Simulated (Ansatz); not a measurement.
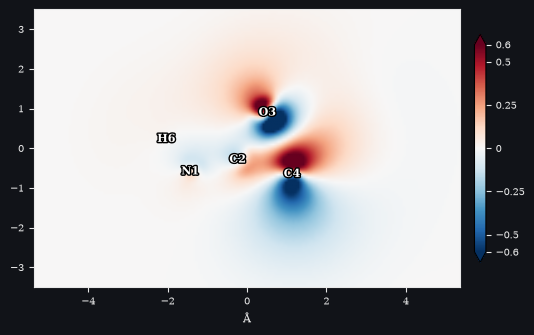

Figure. C$_{2}$H$_{4}$AlNO. One frontier orbital on the plane of atoms C2, N1 and H6 (values in Å⁻³ᐟ²; the overall sign is arbitrary).

Geometry: PBE0-D4/def2-TZVP.

The calculation used RKS PBE0-D4/def2-TZVPP in Ansatz.

Input

```
crystal:
  periodic: [false, false, false]
  atoms:
    - {symbol: N, position_ang: [0.884534, 2.023223, 0.113432]}
    - {symbol: C, position_ang: [0.635908, 0.831002, -0.102054]}
    - {symbol: O, position_ang: [0.589396, -0.348458, 0.656578]}
    - {symbol: C, position_ang: [0.309432, -0.228854, -0.983231]}
    - {symbol: Al, position_ang: [-1.132274, -1.073309, 0.078681]}
    - {symbol: H, position_ang: [1.077842, 2.208940, 1.094878]}
    - {symbol: H, position_ang: [1.136939, -0.662256, -1.541805]}
    - {symbol: H, position_ang: [-1.093355, -2.650827, 0.121614]}
    - {symbol: H, position_ang: [-2.319920, -0.145760, 0.544807]}
basis:
  gaussian: {orbitals: def2-TZVPP}
hamiltonian: {xc: pbe0, dispersion: d4}
output: {orbitals: {seedname: orbitals}}
```

Run with:

```sh
ansatz run in.yaml --threads 2 --pin off --events-out ev --progress --plain --max-ram 4352MiB
```

Which orbital is it: HOMO or LUMO?

The LUMO, at −1.18 eV. By Hirshfeld shares it lies mainly on C4 (about 45 %), O3 (about 25 %), Al5 (about 15 %), C2 (about 5 %) and H7 (about 5 %).
